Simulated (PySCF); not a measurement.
## Single-point calculation of WH₇O₂ (charge −1)

The run: single-point calculation of WH₇O₂, charge −1, multiplicity 3. Method and program: UKS PBE, W def2-SVP with ECP60, H def2-SVP, O def2-SVP; non-relativistic Hamiltonian with a scalar-relativistic core potential; density fitting (PySCF 2.14.0).

Some settings of this run were made unusual or wrong on purpose.

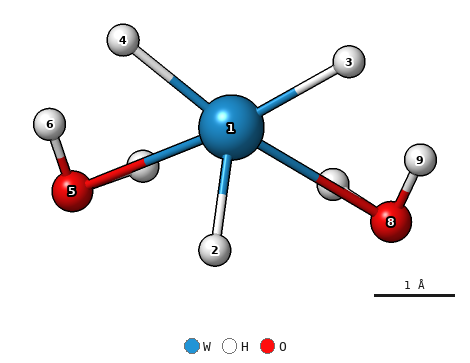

Figure 1. The structure as given in the input (ball-and-stick view, seen at a tilt; atoms are numbered from 1 in the order of the input). Sticks mark near contacts. Bond lengths as drawn: H–O 0.99 to 1.04 Å, H–W 1.73 to 1.78 Å and O–W 2.56 Å.

**The input**
```python
mol = gto.M(atom='''
W      0.06606     0.06606     0.04244
H     -0.36013    -0.36013     1.66614
H      1.77700    -0.25051    -0.32415
H     -0.25051     1.77700    -0.32415
O     -2.46695     0.39406    -0.15556
H     -2.06405     1.26463    -0.38786
H     -1.93180    -0.22590    -0.79520
O      0.39406    -2.46695    -0.15556
H      1.26463    -2.06405    -0.38786
H     -0.22590    -1.93180    -0.79520''',
    basis={'W': 'def2-SVP', 'H': 'def2-SVP', 'O': 'def2-SVP'},
    ecp={'W': 'def2-SVP'},
    charge=-1, spin=2)
mf = dft.UKS(mol, xc='PBE')
mf.grids.atom_grid = (15, 26)  # f atoms: at least (60, 302), unpruned
mf = mf.density_fit()  # W def2-universal-JKFIT, H def2-universal-JKFIT, O def2-universal-JKFIT
mf.conv_tol = 1e-08; mf.max_cycle = 55
mf.kernel(dm0)
```

The script is an equivalent of the set-up of the self-consistent field. The run itself was carried out by a driver, which started from the orbitals of the step before it where there was one and computed the further properties.

Run as:
```bash
OMP_NUM_THREADS=2 python <driver script>
```

**Log**
```
init E= -230.654885259884
cycle= 1 E= -202.671581733107  delta_E=   28  |g|=  4.5  |ddm|= 7.96
cycle= 2 E= -147.500158600586  delta_E= 55.2  |g|= 6.62  |ddm|= 13.5
cycle= 3 E= -218.737947765887  delta_E= -71.2  |g|= 2.26  |ddm|= 10.7
  HOMO = 0.187310914192  LUMO = 0.18923883855  gap/eV = 0.05246
cycle= 4 E= -217.791326698102  delta_E= 0.947  |g|= 1.95  |ddm|= 9.97
  HOMO = -0.168606369375  LUMO = -0.151223749943  gap/eV = 0.47301
cycle= 5 E= -220.920801399955  delta_E= -3.13  |g|= 0.857  |ddm|= 9.67
  HOMO = -0.00432169058227  LUMO = 0.0258968001911  gap/eV = 0.82229
cycle= 6 E= -221.406356661746  delta_E= -0.486  |g|= 0.173  |ddm|= 1.13
  HOMO = 0.039190799748  LUMO = 0.0817481346402  gap/eV = 1.15804
cycle= 7 E= -221.414615597773  delta_E= -0.00826  |g|= 0.161  |ddm|= 0.503
  HOMO = 0.0474309288503  LUMO = 0.0932292427833  gap/eV = 1.24624
cycle= 8 E= -221.430377004976  delta_E= -0.0158  |g|= 0.045  |ddm|= 0.252
  HOMO = 0.0433628922651  LUMO = 0.0906896089158  gap/eV = 1.28783
cycle= 9 E= -221.431442955358  delta_E= -0.00107  |g|= 0.0165  |ddm|= 0.0829
  HOMO = 0.0438466292626  LUMO = 0.0900227440126  gap/eV = 1.25652
cycle= 10 E= -221.431591960205  delta_E= -0.000149  |g|= 0.00785  |ddm|= 0.0428
  HOMO = 0.0438690050319  LUMO = 0.0907449875371  gap/eV = 1.27556
cycle= 11 E= -221.431657454194  delta_E= -6.55e-05  |g|= 0.00181  |ddm|= 0.025
  HOMO = 0.0439054510872  LUMO = 0.090864841954  gap/eV = 1.27783
cycle= 12 E= -221.43166801797  delta_E= -1.06e-05  |g|= 0.000817  |ddm|= 0.0149
  HOMO = 0.0438497569536  LUMO = 0.0908496138969  gap/eV = 1.27893
cycle= 13 E= -221.431669911565  delta_E= -1.89e-06  |g|= 0.000157  |ddm|= 0.00804
  HOMO = 0.0438476580106  LUMO = 0.0908559614655  gap/eV = 1.27916
cycle= 14 E= -221.431669941113  delta_E= -2.95e-08  |g|= 0.000116  |ddm|= 0.000886
  HOMO = 0.0438489708523  LUMO = 0.0908516001529  gap/eV = 1.27901
cycle= 15 E= -221.431669952316  delta_E= -1.12e-08  |g|= 2.57e-05  |ddm|= 0.000433
  HOMO = 0.0438489559235  LUMO = 0.0908517705448  gap/eV = 1.27901
cycle= 16 E= -221.431669952706  delta_E= -3.9e-10  |g|= 4.15e-06  |ddm|= 4.86e-05
  HOMO = 0.0438490224074  LUMO = 0.0908517229512  gap/eV = 1.27901
```

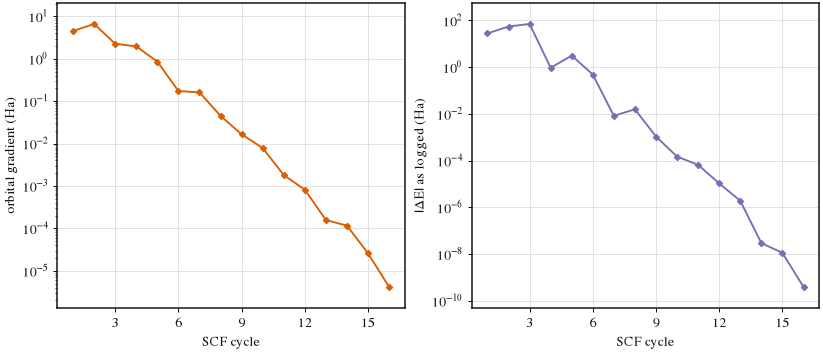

Figure 2. Convergence of the self-consistent field: orbital gradient and size of the energy change against the SCF cycle. The residual falls almost steadily, with no more than small rises.

```
Extra cycle  E= -221.43166995268  delta_E= 2.63e-11  |g|= 7.03e-06  |ddm|= 1.66e-05
converged SCF energy = -221.43166995268  <S^2> = 2.0516814  2S+1 = 3.0342587
```

**What the run reported**

| quantity | value |
| --- | --- |
| outcome | converged |
| total energy | −221.431670 hartree |
| ⟨S²⟩ | 2.052 |
| largest force (length of the vector) | 2.478 eV/Å |
| hardware | 2 threads of Arm Neoverse V2, 24 GiB of memory available, shared host |
| wall time | 2.8 s (CPU time 5.6 s) |
| peak memory | 2.2 GiB |

Some settings of this run were drawn to be unusual or wrong. It converged; results that depend on the unusual settings are not reference values. The highest filled orbital lies above zero: either the extra electron isn't bound at this level, or the self-interaction error of the functional lifts the level.
